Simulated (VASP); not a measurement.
Band structure of SnO2 (relaxed from the 3R-MoS2 structure, space group R3m). Computed with r2SCAN meta-GGA, VASP's PBE PAW potentials (set 64) (plane waves; VASP).

Unless said otherwise, spin-orbit coupling is left out, though it shifts the bands of the heavy elements here.

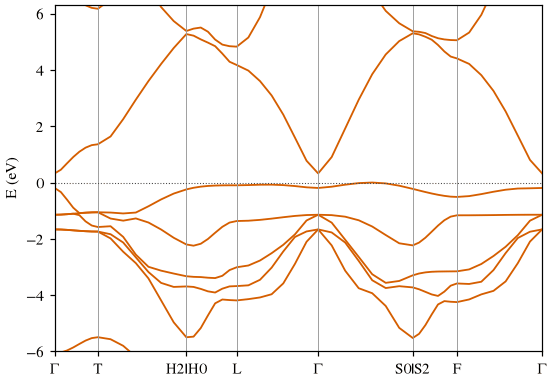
Bands along high-symmetry lines, zero at the valence-band maximum or, without a gap, the Fermi level

Task: Read the plot: is there a gap, and where are the band edges?

Result: The gap is indirect, 0.32 eV, from the valence maximum at Γ-S0 at 0.57 to the conduction minimum at Γ.

The structure was generated: SnO2 was put into the 3R-MoS2 type (R3m), which need not be its known phase. It was relaxed first, which changed the volume by +26 %.
